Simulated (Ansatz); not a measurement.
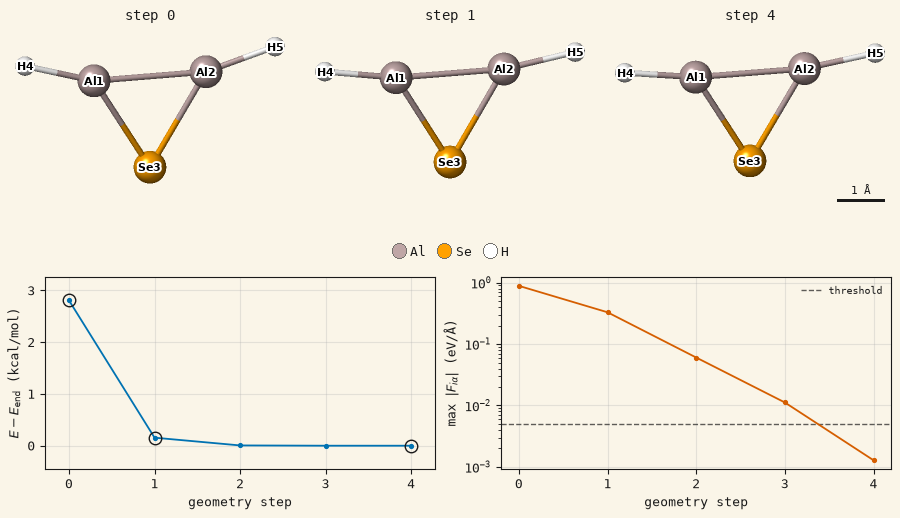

Frames of a relaxation of Al₂H₂Se, marked on the history of the run. The picture is a ball-and-stick view, seen from a free direction.

These are results of Ansatz 0.2.0, RKS PBE0-D4/def2-TZVP, not measurements. Set-up: force threshold 0.005 eV/Å; at most 200 steps.

Question: Describe the path.

Answer: H4 moves most after the best rigid fit: 0.15 Å. By element the largest moves are H 0.15 Å, Se 0.14 Å, Al 0.09 Å. Some distances before and after: Al1–Se3 2.425 → 2.352 Å, Al1–Al2 2.473 → 2.402 Å, Al1–H4 1.591 → 1.581 Å. Bond angles that change, for instance: Al2–Al1–H4 162.9° → 171.6°, Se3–Al1–H4 137.6° → 129.1°, Se3–Al2–H5 137.1° → 129.0°. After 4 geometry steps the energy has fallen by 2.81 kcal/mol. Largest force component: 0.89 eV/Å at the start, 0.0013 eV/Å at the end. From step 0 to 1: H atoms move most (0.13 Å), energy −2.65 kcal/mol. From step 1 to 4: Se and H atoms move most (0.03 Å), energy −0.16 kcal/mol.

```csv
step,"E − E(0), kcal/mol","largest force component, eV/Å"
0,0.00,0.8877
1,-2.65,0.3295
2,-2.80,0.0604
3,-2.81,0.0112
4,-2.81,0.0013
```
